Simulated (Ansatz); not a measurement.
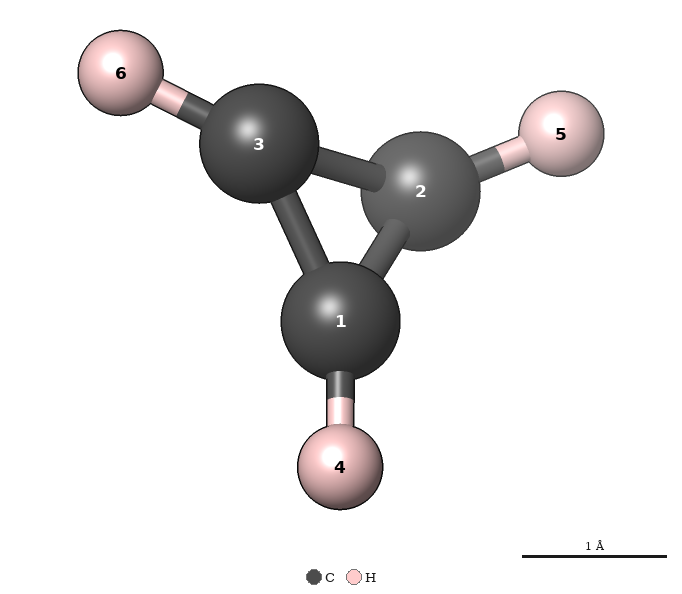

Simulated data, not a measurement (program: Ansatz).

Orthographic view. Depth is shown by fading: the farther an atom, the more it takes the colour of the background. The species is neutral and a spin doublet. Geometry: a fixed input geometry, not necessarily a minimum.

Give the geometry as a Z-matrix, atoms in numerical order, with these reference atoms: 2 to 1; 3 to 1, 2; 4 to 1, 3, 2; 5 to 2, 1, 4; 6 to 3, 1, 4.

```
C  
C    1   1.376
C    1   1.359   2    65.9
H    1   1.079   3   147.1   2  -178.3
H    2   1.081   1   138.0   4   -56.6
H    3   1.081   1   141.5   4   -48.2
```
